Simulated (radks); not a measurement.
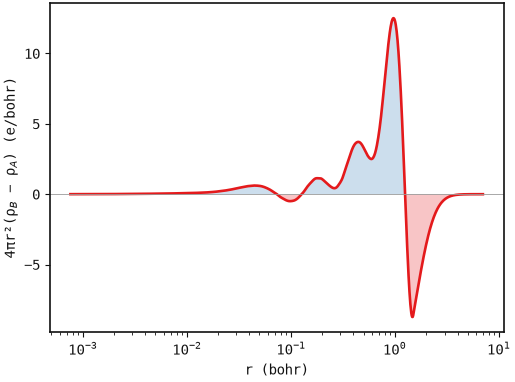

The dysprosium ion Dy²⁺ in [Xe] 4f10 (high spin) was computed in two surroundings: the hard spherical wall at 1.5 bohr; the hard spherical wall at 7 bohr. Computed with the in-house radial solver radks: scalar-relativistic Kohn-Sham, PBE, spin-polarised, spherical densities, finite nucleus.

The plot shows the radial density of run B less that of run A; on the logarithmic r axis, areas aren't charges.

> Assign A and B and describe the change of the density.

A is the hard spherical wall at 7 bohr; B is the hard spherical wall at 1.5 bohr. B holds 6.0 electrons more than A where the difference is positive (most at r = 0.97 bohr) and 6.0 electrons fewer where it is negative (most at r = 1.5 bohr), with no net change. The tighter surroundings push the outer density inwards. The energy of B less that of A is 941.3 eV.
